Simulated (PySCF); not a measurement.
**Zn₂S: singlet, from a linear start**

Where does singlet Zn₂S go from a linear start, is the end point a minimum, and what are its modes, charges and moments?

Computed with PySCF 2.14.0. Level: PBE0, basis S def2-SVP, Zn def2-SVP, no relativity, density fitting.

### 1 The system as given

3 atoms, charge 0, spin multiplicity 1.

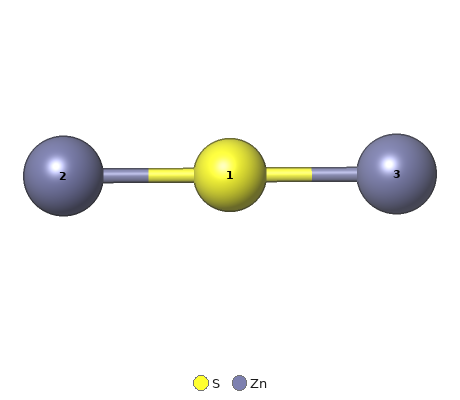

As it starts; sulfur yellow, zinc blue; atoms are numbered from 1 in the order of the file.

```xyz
3
charge 0 multiplicity 1
S     0.0000    0.0000    0.0000
Zn    0.0000    0.0000    2.2100
Zn    0.0000    0.0000   -2.2100
```

### 2 Relaxation: linear start, singlet

One driver script runs all steps and calls PySCF; scf.py shows how it sets up the SCF of each step. The optimiser is the driver's own. Before each start the driver seeks the lowest SCF state from one or more starting densities and follows internal instabilities, so scf.py alone need not reach the same state.

The program finds D∞h symmetry in the start, which this walk keeps. Threshold on the gradient: 0.0003 Eh/bohr, with a further test on the energy change.

scf.py reads:

```python
from pyscf import gto, scf, dft
mol = gto.M(atom='''
S      0.000000     0.000000     0.000000
Zn     0.000000     0.000000     2.210000
Zn     0.000000     0.000000    -2.210000''',
    basis={'S': 'def2-SVP', 'Zn': 'def2-SVP'},
    charge=0, spin=0)
mf = dft.RKS(mol, xc='PBE0')
mf.grids.atom_grid = (50, 194)
aux = {'S': 'def2-universal-JKFIT', 'Zn': 'def2-universal-JKFIT'}
mf = mf.density_fit(auxbasis=aux)
mf.kernel()
```

Steps of the walk:

| step | energy (Eh) | change (kJ/mol) | largest symmetric gradient (Eh/bohr) |
| --- | --- | --- | --- |
| 0 | -3955.686131 | 0.00 | 0.00092 |
| 1 | -3955.686137 | -0.02 | 0.00043 |
| 2 | -3955.686139 | -0.02 | 0.00000 |

The walk took 3.1 s on 4 threads, shared host.

End point (D∞h, 2 steps, 0.0 kJ/mol gained): S–Zn 2.215 Å (×2); Zn–S–Zn 180.0°.

### 3 Is it a minimum? Harmonic modes

The point is checked on the finer grid, and tightened if its gradient asks for it. The Hessian and the dipole derivatives come from central differences of analytic gradients, with steps of 0.01 bohr.

Changes to scf.py since step 2:

```diff
@@ -3,3 +3,3 @@
-S      0.000000     0.000000     0.000000
-Zn     0.000000     0.000000     2.210000
-Zn     0.000000     0.000000    -2.210000''',
+S      0.000000    -0.000000     0.000000
+Zn     0.000000    -0.000000     2.214663
+Zn     0.000000     0.000000    -2.214663''',
@@ -9 +9 @@
-mf.grids.atom_grid = (50, 194)
+mf.grids.atom_grid = (75, 302)
```

This SCF starts from the last density.

Log of the central SCF (cycles and frontier levels):

```text
init E= -3955.68634958842
  HOMO = -0.199793581158571  LUMO = -0.114559855735378  gap/eV = 2.31933
cycle= 1 E= -3955.68634958841  delta_E= 5.46e-12  |g|= 4.55e-06  |ddm|= 9.93e-06
  HOMO = -0.199793597698351  LUMO = -0.114559668364141  gap/eV = 2.31933
Extra cycle  E= -3955.68634958839  delta_E= 2.36e-11  |g|= 8.56e-06  |ddm|= 2.2e-05
converged SCF energy = -3955.68634958839
```

The whole step took 8.5 s.

Geometry: D∞h; S–Zn 2.215 Å (×2); Zn–S–Zn 180.0°.

Modes, for the most abundant isotopes:

```json
{"symmetry": "πu", "ω (cm⁻¹)": "55", "IR (km/mol)": "46.1"}
{"symmetry": "σg+", "ω (cm⁻¹)": "207", "IR (km/mol)": "0.0"}
{"symmetry": "σu+", "ω (cm⁻¹)": "343", "IR (km/mol)": "62.9"}
```

All wavenumbers are real: a minimum.

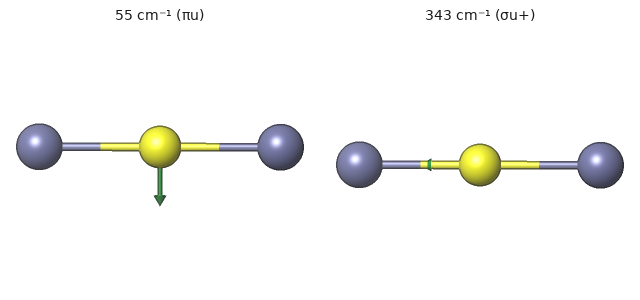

Displacements of 2 of the modes, as arrows (one member where a mode is degenerate).

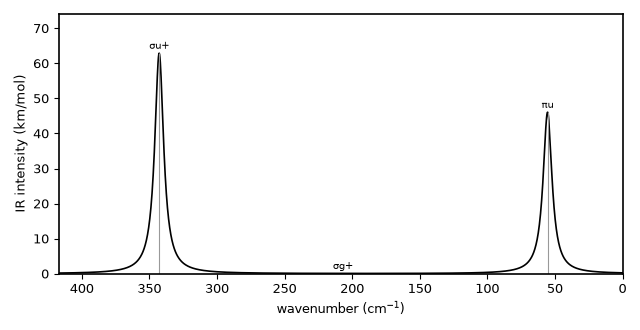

The harmonic infrared spectrum (widths in cm⁻¹). Lines are broadened to a width of 8 cm⁻¹ (Lorentzian).

Constants and moments:

* Dipole moment: 0.00 D
* Highest occupied level: -5.44 eV
* Lowest empty level: -3.12 eV
* Rotational constants: 0.02688 cm⁻¹
* Zero-point energy: 4.0 kJ/mol
* Principal polarisabilities: 39.6, 39.6, 280.7 bohr³
* Atomisation energy without zero-point energy: 228 kJ/mol
* Principal traceless quadrupole moments about the centre of mass: -8.08, -8.08, 16.15 D Å
* Entropy at 298.15 K and 1 bar: 301.4 J/(mol K)
* Heat capacity Cp at 298.15 K: 59.9 J/(mol K)
* Enthalpy at 298.15 K above 0 K: 15.41 kJ/mol
* Rotational symmetry number: 2

Populations by atom (charges in e):

```
 atom  Mulliken  Löwdin  polar tensor  Mayer order to S1
   S1     -0.56   -0.50         -0.09                  –
Zn2,3      0.28    0.25          0.05               0.87
```

Mulliken populations on S1: s 5.82, p 10.72, d 0.02.

### 4 Stability of the closed shell

At the lowest minimum the closed shell is tested against spin polarisation, on the (50, 194) grid. It is unstable: an open-shell solution lies lower. That solution was not followed to a minimum here.

### 5 Results

| quantity | value |
| --- | --- |
| minimum | singlet, D∞h (closed shell, unstable towards spin polarisation) |
| geometry | S–Zn 2.215 Å (×2); Zn–S–Zn 180.0° |
| wavenumbers (cm⁻¹) | 55 (πu), 207 (σg+), 343 (σu+) |
| dipole moment | 0.00 D |
| highest occupied, lowest empty level | -5.44, -3.12 eV |
| polar-tensor charge of S1 | -0.09 e |
| zero-point energy | 4.0 kJ/mol |

The linear start keeps its D∞h symmetry and ends in a minimum. The strongest infrared band lies at 343 cm⁻¹ (σu+). Other starts or spin states, not run here, may lie lower. Modes under about 90 cm⁻¹ are uncertain by tens of cm⁻¹. A stability analysis at the minimum finds the closed shell unstable towards spin polarisation: an open-shell solution lies lower, and these values are not those of the lowest state.

The search up to here took 17 s.
